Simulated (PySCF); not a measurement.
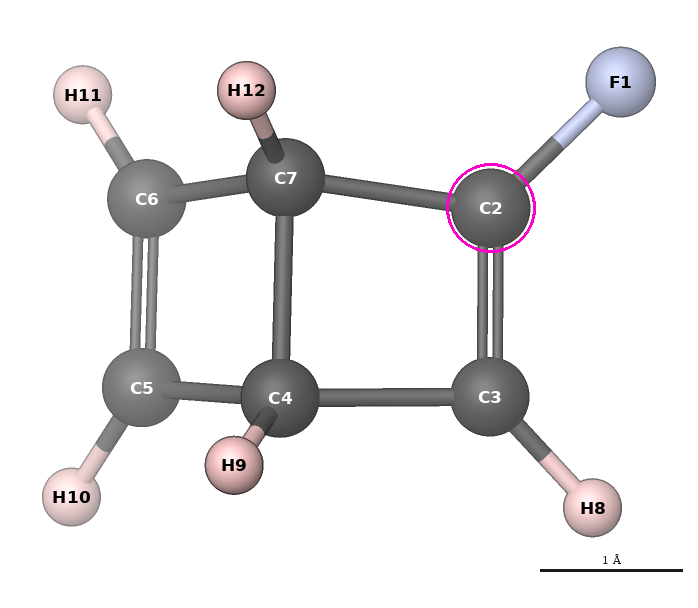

Orthographic view. Distant atoms are faded towards the background colour. The computed structure is the end point of a PBE0-D3(BJ)/def2-SVP optimisation. No frequency run is at hand to confirm it as a minimum.

Q: Which atoms are bonded to the circled atom?

A: The circled atom is C2; it is bonded to F1, C3, C7.

Q: What is the shortest path along bonds from the circled atom to H11?

A: C2–C7–C6–H11, 3 bonds; through space the two are 3.36 Å apart.

Q: Of C7 and H12, which is nearer the viewer?

A: H12; the bond to C7 points away from the viewer, so it looks shorter than its 1.10 Å.
